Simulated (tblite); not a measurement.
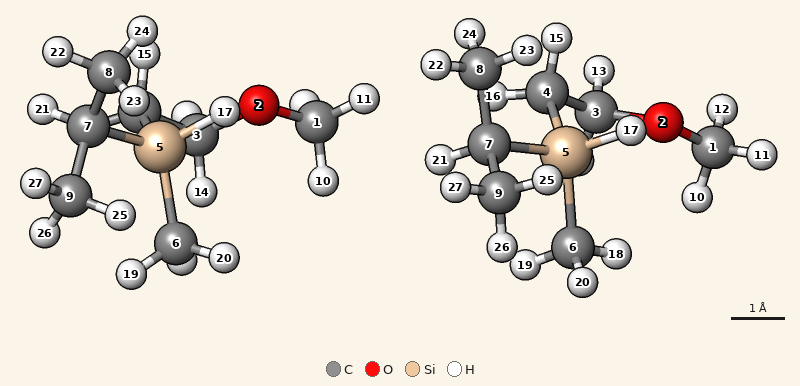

Two geometries of C7H18OSi, drawn at one scale. One is the start of a relaxation, the other its converged end. Style: ball-and-stick. Shown from a free direction.

Computed with tblite 0.8.0, GFN2-xTB geometry optimisation, gas phase. 

Q: Which of the two is the end point?

A: The right one is the relaxed one. Over 200 geometry steps the energy falls by 16.3 kcal/mol. The atom that moves furthest after the best rigid fit is H24 (1.68 Å). Largest moves by element: H 1.68 Å, C 0.78 Å, O 0.38 Å, Si 0.16 Å. Near-neighbour distances that change, for instance: Si5–C7 1.858 → 1.920 Å, C8–H22 1.126 → 1.090 Å, C4–Si5 1.877 → 1.911 Å, Si5–C6 1.870 → 1.904 Å. Bond angles that change, for instance: H25–C9–H26 114.4° → 108.3°, C7–C8–H22 105.1° → 110.7°, H11–C1–H12 114.8° → 109.5°. Groups turn about Si5–C7 by about 50°, Si5–C6 by about 45°, C7–C8 by about 25°. The run took 3.7 s on 1 thread of Arm Neoverse N1, on a shared host.
